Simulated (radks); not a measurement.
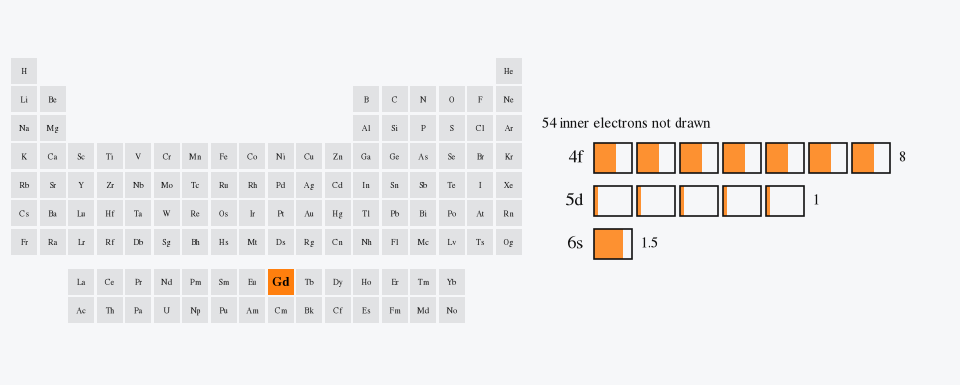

Left, the place of gadolinium in the periodic table; right, the outer shells as the input fills them: a box for each of the 2l + 1 orbitals, shaded by the share of the shell that is filled, with the electron count at the right.

**Gd (charge -0.5): atomic calculation**

System: Gd (charge -0.5), configuration [Xe] 4f8 5d1 6s1.5.
Method: Dirac Kohn-Sham, LDA (Slater exchange, Perdew-Wang correlation), spin-unpolarised, spherical densities, finite nucleus (radks).

### Outcome

```
                   quantity                             value
                    outcome                     not converged
               total energy  3749721514615768064.0000 hartree
             kinetic energy           7551412774.6862 hartree
    electron–nucleus energy        −127787771376.3177 hartree
             Hartree energy  3749722437955728384.0000 hartree
exchange–correlation energy        −803103601452.8496 hartree
             SCF iterations                                99
                   hardware         1 CPU thread, shared host
                  wall time                             1.2 s
```

### Diagnosis

The run did not meet its convergence test in 99 iterations, so its last values are not results.

### Input file
```
Z 64
configuration [Xe] 4f8 5d1 6s1.5
relativity Dirac
functional lda,pw
spin unpolarised
j_filling average
nucleus finite rms 5.1569 fm
c 137.035999084
```

Energies in input and log are in hartree, lengths in bohr (the nuclear radius in fm).

### The program's output
```
1s1/2   1   2.0000       -1836.98290916
2s1/2   1   2.0000        -302.93815066
2p1/2   1   2.0000        -287.78428861
2p3/2   1   4.0000        -262.24125733
3s1/2   1   2.0000         -66.85795969
3p1/2   1   2.0000         -60.26870660
3p3/2   1   4.0000         -55.03061716
3d3/2   1   4.0000         -43.59911845
3d5/2   1   6.0000         -42.45644211
4s1/2   1   2.0000         -13.17896179
4p1/2   1   2.0000         -10.61491725
4p3/2   1   4.0000          -9.44693970
4d3/2   1   4.0000          -5.21467083
4d5/2   1   6.0000          -5.00432644
4f5/2   1   3.4286          -0.05377398
4f7/2   1   4.5714          -0.02810306
5s1/2   1   2.0000          -1.61732874
5p1/2   1   2.0000          -0.92788179
5p3/2   1   4.0000          -0.77699398
5d3/2   1   0.4000          -0.00467551
6s1/2   1   1.5000          -0.08962899
Etot 3.749721514615768e+18
Ekin 7551412774.686186
Encl -127787771376.31775
Eh 3.7497224379557284e+18
Exc -803103601452.8496
err 12802690554416.518
it 99
```
